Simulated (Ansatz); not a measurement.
# B₂H (quartet): wB97M-V, B2PLYP, PBE-QIDH, RPA-PBE over vertical spin and charge gaps and displaced geometries, 6-31G, part 2 of 2

Ansatz 0.2.0, Gaussian basis; 6-31G, all electrons in the functionals, frozen cores in the correlation of double hybrids and RPA.

### Step 14. B2PLYP, displaced geometry v1

Contents of in.yaml:

```yaml
crystal:
  periodic: [false, false, false]
  atoms:
    - {symbol: B, position_ang: [-0.015433, -0.009008, 0.135700]}
    - {symbol: B, position_ang: [-0.016266, -0.025151, -1.395880]}
    - {symbol: H, position_ang: [0.031698, 0.034159, 1.260180]}
basis:
  gaussian: {orbitals: 6-31G}
magnetization: {spin_polarized: true, initial_magnetization: 3}
hamiltonian: {xc: {name: B2PLYP}}
correlation: {electrons: outside_noble_gas}
```

Command:

```sh
$ ansatz run in.yaml --threads 1 --pin off --events-out ev --progress --plain --max-ram 2393MiB
```

The program printed, shortened:

```text
Functional definition: B2PLYP
  name "B2PLYP"
  cite "Grimme, J. Chem. Phys. 124, 034108 (2006) doi:10.1063/1.2148954"
  cite "Becke, Phys. Rev. A 38, 3098 (1988) doi:10.1103/PhysRevA.38.3098"
  cite "Lee, Yang & Parr, Phys. Rev. B 37, 785 (1988) doi:10.1103/PhysRevB.37.785"
[...]
284 factors; integrals over basis functions are off by at most 2.1e-4 eV
[...]
mean field -1359.98628379 eV, -49.9785740975 hartree, gradient 3.8e-6 eV, S^2 3.752632; 0 other end points of the search recorded, 0 dependent functions left out
2 core orbitals not correlated: weight in the atoms' cores, before any rotation towards them, 1.000 or more for the frozen orbitals, at most 0.000 for the correlated occupied ones
reference -1359.98639953 eV, -49.9785783508 hartree; 5, 2 occupied and 13, 16 virtual orbitals, 284 factors
second order -2.28552087 eV of doubles, -0.00000000 eV of singles
Total energy: -1360.60349016 eV, -50.0012560134 hartree
```

Wall time 0.51 s (1 thread of Intel Xeon Platinum 8259CL at 2.50GHz, shared host).

From the report: ⟨S²⟩ of the determinant 3.753 (pure quartet: 3.75).

From charge 0, quartet: +3.5 kJ/mol.

### Step 15. B2PLYP, displaced geometry v2

Contents of in.yaml:

```yaml
crystal:
  periodic: [false, false, false]
  atoms:
    - {symbol: B, position_ang: [0.084376, 0.005225, 0.109058]}
    - {symbol: B, position_ang: [-0.080498, 0.013599, -1.399776]}
    - {symbol: H, position_ang: [-0.003878, -0.018825, 1.290718]}
basis:
  gaussian: {orbitals: 6-31G}
magnetization: {spin_polarized: true, initial_magnetization: 3}
hamiltonian: {xc: {name: B2PLYP}}
correlation: {electrons: outside_noble_gas}
```

Same command.

The program printed, shortened:

```text
Functional definition: B2PLYP
  name "B2PLYP"
  cite "Grimme, J. Chem. Phys. 124, 034108 (2006) doi:10.1063/1.2148954"
  cite "Becke, Phys. Rev. A 38, 3098 (1988) doi:10.1103/PhysRevA.38.3098"
  cite "Lee, Yang & Parr, Phys. Rev. B 37, 785 (1988) doi:10.1103/PhysRevB.37.785"
[...]
284 factors; integrals over basis functions are off by at most 2.3e-4 eV
[...]
mean field -1359.99155799 eV, -49.9787679209 hartree, gradient 7.1e-6 eV, S^2 3.753109; 0 other end points of the search recorded, 0 dependent functions left out
2 core orbitals not correlated: weight in the atoms' cores, before any rotation towards them, 1.000 or more for the frozen orbitals, at most 0.000 for the correlated occupied ones
reference -1359.99167580 eV, -49.9787722500 hartree; 5, 2 occupied and 13, 16 virtual orbitals, 284 factors
second order -2.30436974 eV of doubles, -0.00000000 eV of singles
Total energy: -1360.61385562 eV, -50.0016369370 hartree
```

Run time: 0.51 s. Hardware: 1 thread of Intel Xeon Platinum 8259CL at 2.50GHz, shared host.

From the report: ⟨S²⟩ of the determinant 3.753 (pure quartet: 3.75).

From charge 0, quartet: +2.5 kJ/mol.

### Step 16. PBE-QIDH, charge 0, quartet

Contents of in.yaml:

```yaml
crystal:
  periodic: [false, false, false]
  atoms:
    - {symbol: B, position_ang: [0.000000, 0.000000, 0.114060]}
    - {symbol: B, position_ang: [0.000000, 0.000000, -1.406367]}
    - {symbol: H, position_ang: [0.000000, 0.000000, 1.292307]}
basis:
  gaussian: {orbitals: 6-31G}
magnetization: {spin_polarized: true, initial_magnetization: 3}
hamiltonian: {xc: {name: PBE-QIDH}}
correlation: {electrons: outside_noble_gas}
```

Same command.

The program printed, shortened:

```text
Functional definition: PBE-QIDH
  name "PBE-QIDH"
  cite "Brémond, Sancho-García, Pérez-Jiménez & Adamo, J. Chem. Phys. 141, 031101 (2014) doi:10.1063/1.4890314"
  cite "Perdew, Burke & Ernzerhof, Phys. Rev. Lett. 77, 3865 (1996) doi:10.1103/PhysRevLett.77.3865"
[...]
284 factors; integrals over basis functions are off by at most 2.3e-4 eV
[...]
mean field -1359.04671314 eV, -49.9440455129 hartree, gradient 1.5e-6 eV, S^2 3.753805; 0 other end points of the search recorded, 0 dependent functions left out
2 core orbitals not correlated: weight in the atoms' cores, before any rotation towards them, 1.000 or more for the frozen orbitals, at most 0.000 for the correlated occupied ones
reference -1359.04672176 eV, -49.9440458296 hartree; 5, 2 occupied and 13, 16 virtual orbitals, 284 factors
second order -2.05738253 eV of doubles, -0.00000000 eV of singles
Total energy: -1359.73251593 eV, -49.9692483007 hartree
```

Wall time 0.51 s (1 thread of Intel Xeon Platinum 8259CL at 2.50GHz, shared host).

From the report: ⟨S²⟩ of the determinant 3.754 (pure quartet: 3.75).

### Step 17. PBE-QIDH, charge 0, sextet

in.yaml: that of step 16 with these lines changed.

```diff
@@ -8,3 +8,3 @@
   gaussian: {orbitals: 6-31G}
-magnetization: {spin_polarized: true, initial_magnetization: 3}
+magnetization: {spin_polarized: true, initial_magnetization: 5}
 hamiltonian: {xc: {name: PBE-QIDH}}
```

The command is unchanged.

The program printed, shortened:

```text
Functional definition: PBE-QIDH
  name "PBE-QIDH"
  cite "Brémond, Sancho-García, Pérez-Jiménez & Adamo, J. Chem. Phys. 141, 031101 (2014) doi:10.1063/1.4890314"
  cite "Perdew, Burke & Ernzerhof, Phys. Rev. Lett. 77, 3865 (1996) doi:10.1103/PhysRevLett.77.3865"
[...]
284 factors; integrals over basis functions are off by at most 2.3e-4 eV
[...]
mean field -1350.37460991 eV, -49.6253515972 hartree, gradient 7.3e-6 eV, S^2 8.750851; 0 other end points of the search recorded, 0 dependent functions left out
2 core orbitals not correlated: weight in the atoms' cores, before any rotation towards them, 1.000 or more for the frozen orbitals, at most 0.000 for the correlated occupied ones
reference -1350.37461763 eV, -49.6253518810 hartree; 6, 1 occupied and 12, 17 virtual orbitals, 284 factors
second order -1.38592754 eV of doubles, -0.00000000 eV of singles
Total energy: -1350.83659347 eV, -49.6423291802 hartree
```

It took 0.6 s on 1 thread of Intel Xeon Platinum 8259CL at 2.50GHz, shared host.

From the report: ⟨S²⟩ of the determinant 8.751 (pure sextet: 8.75).

From charge 0, quartet: +858.3 kJ/mol.

### Step 18. PBE-QIDH, displaced geometry v2

Contents of in.yaml:

```yaml
crystal:
  periodic: [false, false, false]
  atoms:
    - {symbol: B, position_ang: [0.084376, 0.005225, 0.109058]}
    - {symbol: B, position_ang: [-0.080498, 0.013599, -1.399776]}
    - {symbol: H, position_ang: [-0.003878, -0.018825, 1.290718]}
basis:
  gaussian: {orbitals: 6-31G}
magnetization: {spin_polarized: true, initial_magnetization: 3}
hamiltonian: {xc: {name: PBE-QIDH}}
correlation: {electrons: outside_noble_gas}
```

Launched as before.

The program printed, shortened:

```text
Functional definition: PBE-QIDH
  name "PBE-QIDH"
  cite "Brémond, Sancho-García, Pérez-Jiménez & Adamo, J. Chem. Phys. 141, 031101 (2014) doi:10.1063/1.4890314"
  cite "Perdew, Burke & Ernzerhof, Phys. Rev. Lett. 77, 3865 (1996) doi:10.1103/PhysRevLett.77.3865"
[...]
284 factors; integrals over basis functions are off by at most 2.3e-4 eV
[...]
mean field -1359.01812691 eV, -49.9429949884 hartree, gradient 5.3e-6 eV, S^2 3.754160; 0 other end points of the search recorded, 0 dependent functions left out
2 core orbitals not correlated: weight in the atoms' cores, before any rotation towards them, 1.000 or more for the frozen orbitals, at most 0.000 for the correlated occupied ones
reference -1359.01813558 eV, -49.9429953069 hartree; 5, 2 occupied and 13, 16 virtual orbitals, 284 factors
second order -2.06563900 eV of doubles, -0.00000000 eV of singles
Total energy: -1359.70668191 eV, -49.9682989180 hartree
```

Run time: 0.57 s. Hardware: 1 thread of Intel Xeon Platinum 8259CL at 2.50GHz, shared host.

From the report: ⟨S²⟩ of the determinant 3.754 (pure quartet: 3.75).

From charge 0, quartet: +2.5 kJ/mol.

### Step 19. RPA-PBE, charge 0, quartet

Contents of in.yaml:

```yaml
crystal:
  periodic: [false, false, false]
  atoms:
    - {symbol: B, position_ang: [0.000000, 0.000000, 0.114060]}
    - {symbol: B, position_ang: [0.000000, 0.000000, -1.406367]}
    - {symbol: H, position_ang: [0.000000, 0.000000, 1.292307]}
basis:
  gaussian: {orbitals: 6-31G}
magnetization: {spin_polarized: true, initial_magnetization: 3}
hamiltonian: {xc: {name: PBE}}
correlation: {method: rpa, electrons: outside_noble_gas}
```

The command is unchanged.

The program printed:

```text
Functional definition: PBE
  name "PBE"
  cite "Perdew, Burke & Ernzerhof, Phys. Rev. Lett. 77, 3865 (1996) doi:10.1103/PhysRevLett.77.3865"
  parent pbe
  parameter kappa = 0.804
  parameter beta = 0.06672455060314922
  exchange = pbe_x(kappa = kappa, mu = beta*pi^2/3)
  correlation = pbe_c(beta = beta)
284 factors; integrals over basis functions are off by at most 2.3e-4 eV
mean field evaluation 1: about -1359.5987 eV, gradient 1.0e1 eV
mean field evaluation 2: about -1359.5907 eV, gradient 1.0e1 eV
mean field evaluation 4: about -1360.3297 eV, gradient 4.1e0 eV
mean field evaluation 8: about -1360.4792 eV, gradient 1.5e-2 eV
mean field -1360.47918877 eV, -49.9966880212 hartree, gradient 6.5e-6 eV, S^2 3.752383; 0 other end points of the search recorded, 0 dependent functions left out
2 core orbitals not correlated: weight in the atoms' cores, before any rotation towards them, 1.000 or more for the frozen orbitals, at most 0.000 for the correlated occupied ones
reference -1354.33236503 eV, -49.7707964152 hartree; 5, 2 occupied and 13, 16 virtual orbitals, 284 factors
Total energy: -1358.44085167 eV, -49.9217805146 hartree
```

It took 0.48 s on 1 thread of Intel Xeon Platinum 8259CL at 2.50GHz, shared host.

From the report: ⟨S²⟩ of the determinant 3.752 (pure quartet: 3.75).

### Step 20. RPA-PBE, charge 0, doublet

in.yaml: that of step 19 with these lines changed.

```diff
@@ -8,3 +8,3 @@
   gaussian: {orbitals: 6-31G}
-magnetization: {spin_polarized: true, initial_magnetization: 3}
+magnetization: {spin_polarized: true, initial_magnetization: 1}
 hamiltonian: {xc: {name: PBE}}
```

Same command.

The program printed, shortened:

```text
Functional definition: PBE
  name "PBE"
  cite "Perdew, Burke & Ernzerhof, Phys. Rev. Lett. 77, 3865 (1996) doi:10.1103/PhysRevLett.77.3865"
  parent pbe
[...]
284 factors; integrals over basis functions are off by at most 2.3e-4 eV
[...]
mean field -1359.79936427 eV, -49.9717049320 hartree, gradient 3.0e-6 eV, S^2 1.750339; 18 other end points of the search recorded, 0 dependent functions left out
2 core orbitals not correlated: weight in the atoms' cores, before any rotation towards them, 1.000 or more for the frozen orbitals, at most 0.000 for the correlated occupied ones
reference -1353.28612833 eV, -49.7323479258 hartree; 4, 3 occupied and 14, 15 virtual orbitals, 284 factors
Total energy: -1357.68616288 eV, -49.8940462130 hartree
```

It took 6 s on 1 thread of Intel Xeon Platinum 8259CL at 2.50GHz, shared host.

From the report: ⟨S²⟩ of the determinant 1.750 (pure doublet: 0.75). The determinant is far from a pure spin state, so its energy mixes those of several spin states (harmless only where they are near-degenerate, as at dissociation).

From charge 0, quartet: +72.8 kJ/mol.

### Step 21. RPA-PBE, charge 0, sextet

in.yaml: that of step 20 with these lines changed.

```diff
@@ -8,3 +8,3 @@
   gaussian: {orbitals: 6-31G}
-magnetization: {spin_polarized: true, initial_magnetization: 1}
+magnetization: {spin_polarized: true, initial_magnetization: 5}
 hamiltonian: {xc: {name: PBE}}
```

Launched as before.

The program printed, shortened:

```text
Functional definition: PBE
  name "PBE"
  cite "Perdew, Burke & Ernzerhof, Phys. Rev. Lett. 77, 3865 (1996) doi:10.1103/PhysRevLett.77.3865"
  parent pbe
[...]
284 factors; integrals over basis functions are off by at most 2.3e-4 eV
[...]
mean field -1351.69012902 eV, -49.6736960330 hartree, gradient 8.6e-6 eV, S^2 8.750701; 3 other end points of the search recorded, 0 dependent functions left out
2 core orbitals not correlated: weight in the atoms' cores, before any rotation towards them, 1.000 or more for the frozen orbitals, at most 0.000 for the correlated occupied ones
reference -1346.06477137 eV, -49.4669679525 hartree; 6, 1 occupied and 12, 17 virtual orbitals, 284 factors
Total energy: -1349.94099602 eV, -49.6094165809 hartree
```

It took 0.87 s on 1 thread of Intel Xeon Platinum 8259CL at 2.50GHz, shared host.

From the report: ⟨S²⟩ of the determinant 8.751 (pure sextet: 8.75).

From charge 0, quartet: +820.1 kJ/mol.

### Step 22. RPA-PBE, charge 1, triplet

in.yaml: that of step 21 with these lines changed.

```diff
@@ -8,3 +8,4 @@
   gaussian: {orbitals: 6-31G}
-magnetization: {spin_polarized: true, initial_magnetization: 5}
+total_charge: 1
+magnetization: {spin_polarized: true, initial_magnetization: 2}
 hamiltonian: {xc: {name: PBE}}
```

The command is unchanged.

The program printed, shortened:

```text
Functional definition: PBE
  name "PBE"
  cite "Perdew, Burke & Ernzerhof, Phys. Rev. Lett. 77, 3865 (1996) doi:10.1103/PhysRevLett.77.3865"
  parent pbe
[...]
284 factors; integrals over basis functions are off by at most 2.3e-4 eV
[...]
mean field -1350.78750327 eV, -49.6405251485 hartree, gradient 6.2e-6 eV, S^2 2.000696; 7 other end points of the search recorded, 0 dependent functions left out
2 core orbitals not correlated: weight in the atoms' cores, before any rotation towards them, 1.000 or more for the frozen orbitals, at most 0.000 for the correlated occupied ones
reference -1345.69241639 eV, -49.4532841592 hartree; 4, 2 occupied and 14, 16 virtual orbitals, 284 factors
Total energy: -1349.36676377 eV, -49.5883139348 hartree
```

It took 2.3 s on 1 thread of Intel Xeon Platinum 8259CL at 2.50GHz, shared host.

From the report: ⟨S²⟩ of the determinant 2.001 (pure triplet: 2.00).

From charge 0, quartet: +875.5 kJ/mol.

### Step 23. RPA-PBE, charge 1, quintet

in.yaml: that of step 22 with these lines changed.

```diff
@@ -9,3 +9,3 @@
 total_charge: 1
-magnetization: {spin_polarized: true, initial_magnetization: 2}
+magnetization: {spin_polarized: true, initial_magnetization: 4}
 hamiltonian: {xc: {name: PBE}}
```

Same command.

The program printed, shortened:

```text
Functional definition: PBE
  name "PBE"
  cite "Perdew, Burke & Ernzerhof, Phys. Rev. Lett. 77, 3865 (1996) doi:10.1103/PhysRevLett.77.3865"
  parent pbe
[...]
284 factors; integrals over basis functions are off by at most 2.3e-4 eV
[...]
mean field -1346.44561725 eV, -49.4809637805 hartree, gradient 4.5e-6 eV, S^2 6.000493; 1 other end points of the search recorded, 0 dependent functions left out
2 core orbitals not correlated: weight in the atoms' cores, before any rotation towards them, 1.000 or more for the frozen orbitals, at most 0.000 for the correlated occupied ones
reference -1340.72870059 eV, -49.2708709683 hartree; 5, 1 occupied and 13, 17 virtual orbitals, 284 factors
Total energy: -1344.97974195 eV, -49.4270938568 hartree
```

Wall time 0.99 s (1 thread of Intel Xeon Platinum 8259CL at 2.50GHz, shared host).

From the report: ⟨S²⟩ of the determinant 6.000 (pure quintet: 6.00).

From charge 0, quartet: +1298.8 kJ/mol.

### Step 24. RPA-PBE, displaced geometry v1

Contents of in.yaml:

```yaml
crystal:
  periodic: [false, false, false]
  atoms:
    - {symbol: B, position_ang: [-0.015433, -0.009008, 0.135700]}
    - {symbol: B, position_ang: [-0.016266, -0.025151, -1.395880]}
    - {symbol: H, position_ang: [0.031698, 0.034159, 1.260180]}
basis:
  gaussian: {orbitals: 6-31G}
magnetization: {spin_polarized: true, initial_magnetization: 3}
hamiltonian: {xc: {name: PBE}}
correlation: {method: rpa, electrons: outside_noble_gas}
```

Launched as before.

The program printed:

```text
Functional definition: PBE
  name "PBE"
  cite "Perdew, Burke & Ernzerhof, Phys. Rev. Lett. 77, 3865 (1996) doi:10.1103/PhysRevLett.77.3865"
  parent pbe
  parameter kappa = 0.804
  parameter beta = 0.06672455060314922
  exchange = pbe_x(kappa = kappa, mu = beta*pi^2/3)
  correlation = pbe_c(beta = beta)
284 factors; integrals over basis functions are off by at most 2.1e-4 eV
mean field evaluation 1: about -1359.4524 eV, gradient 1.1e1 eV
mean field evaluation 2: about -1359.4437 eV, gradient 1.1e1 eV
mean field evaluation 4: about -1360.2743 eV, gradient 4.2e0 eV
mean field evaluation 8: about -1360.4312 eV, gradient 1.4e-2 eV
mean field -1360.43115560 eV, -49.9949228348 hartree, gradient 8.1e-6 eV, S^2 3.752187; 0 other end points of the search recorded, 0 dependent functions left out
2 core orbitals not correlated: weight in the atoms' cores, before any rotation towards them, 1.000 or more for the frozen orbitals, at most 0.000 for the correlated occupied ones
reference -1354.29868317 eV, -49.7695586300 hartree; 5, 2 occupied and 13, 16 virtual orbitals, 284 factors
Total energy: -1358.38949534 eV, -49.9198932042 hartree
```

Wall time 0.57 s (1 thread of Intel Xeon Platinum 8259CL at 2.50GHz, shared host).

From the report: ⟨S²⟩ of the determinant 3.752 (pure quartet: 3.75).

From charge 0, quartet: +5.0 kJ/mol.

### Step 25. RPA-PBE, displaced geometry v2

Contents of in.yaml:

```yaml
crystal:
  periodic: [false, false, false]
  atoms:
    - {symbol: B, position_ang: [0.084376, 0.005225, 0.109058]}
    - {symbol: B, position_ang: [-0.080498, 0.013599, -1.399776]}
    - {symbol: H, position_ang: [-0.003878, -0.018825, 1.290718]}
basis:
  gaussian: {orbitals: 6-31G}
magnetization: {spin_polarized: true, initial_magnetization: 3}
hamiltonian: {xc: {name: PBE}}
correlation: {method: rpa, electrons: outside_noble_gas}
```

Launched as before.

The program printed, shortened:

```text
Functional definition: PBE
  name "PBE"
  cite "Perdew, Burke & Ernzerhof, Phys. Rev. Lett. 77, 3865 (1996) doi:10.1103/PhysRevLett.77.3865"
  parent pbe
[...]
284 factors; integrals over basis functions are off by at most 2.3e-4 eV
[...]
mean field -1360.45466384 eV, -49.9957867468 hartree, gradient 3.2e-6 eV, S^2 3.752526; 0 other end points of the search recorded, 0 dependent functions left out
2 core orbitals not correlated: weight in the atoms' cores, before any rotation towards them, 1.000 or more for the frozen orbitals, at most 0.000 for the correlated occupied ones
reference -1354.30183645 eV, -49.7696745108 hartree; 5, 2 occupied and 13, 16 virtual orbitals, 284 factors
Total energy: -1358.42414329 eV, -49.9211664929 hartree
```

Run time: 0.54 s. Hardware: 1 thread of Intel Xeon Platinum 8259CL at 2.50GHz, shared host.

From the report: ⟨S²⟩ of the determinant 3.753 (pure quartet: 3.75).

From charge 0, quartet: +1.6 kJ/mol.

### Step 26. Against the wave-function levels

The yardstick is full CI for this spin, exact in this basis with these frozen cores. It comes from earlier runs at the same points. Energies in kJ/mol, counted from charge 0, quartet; blanks weren't run or aren't comparable.

```csv
level,quartet to doublet,quartet to sextet,ionisation to the triplet cation,ionisation to the quintet cation,displacement v1,displacement v2
FCI,120.2,840.4,881.3,1321.4,4.7,1.9
wB97M-V,79.0,891.2,907.0,1379.4,3.7,2.7
B2PLYP,62.7,879.7,892.1,1361.8,3.5,2.5
PBE-QIDH,,858.3,,,,2.5
RPA-PBE,72.8,820.1,875.5,1298.8,5.0,1.6
```

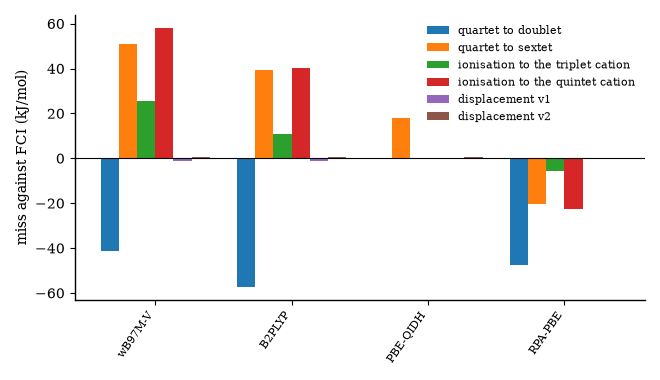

Misses of the gaps against FCI.

Largest miss and mean time a point (FCI took 5.5 s a point; shared hosts):

```csv
level,largest miss (kJ/mol),where,time a point
wB97M-V,+58.1,ionisation to the quintet cation,2.9 s
B2PLYP,-57.5,quartet to doublet,1 s
PBE-QIDH,+18.0,quartet to sextet,0.56 s
RPA-PBE,-47.4,quartet to doublet,1.7 s
```

### Step 27. What came out

The summary covers parts 1 to 2.

| quantity | value |
| --- | --- |
| quartet to doublet, FCI | 120.2 kJ/mol |
| quartet to sextet, FCI | 840.4 kJ/mol |
| ionisation to the triplet cation, FCI | 881.3 kJ/mol |
| ionisation to the quintet cation, FCI | 1321.4 kJ/mol |
| displacement v1, FCI | 4.7 kJ/mol |
| displacement v2, FCI | 1.9 kJ/mol |
| largest miss, wB97M-V | +58.1 kJ/mol (ionisation to the quintet cation) |
| largest miss, B2PLYP | -57.5 kJ/mol (quartet to doublet) |
| largest miss, PBE-QIDH | +18.0 kJ/mol (quartet to sextet) |
| largest miss, RPA-PBE | -47.4 kJ/mol (quartet to doublet) |

**Reading.** Misses are known at 6 of 6 points at best, and only functionals with that many are ranked. Of the functionals, RPA-PBE keep the smallest largest miss at the points compared (at most 47.4 kJ/mol) and wB97M-V strays most (58.1 kJ/mol, at ionisation to the quintet cation). wB97M-V, B2PLYP, RPA-PBE clearly break the spin symmetry at some points (⟨S²⟩ up to 1.00 above the pure value), so energy there is bought with a mixed spin. Functionals and the yardstick converge differently with the basis, so part of each miss in 6-31G is the basis.
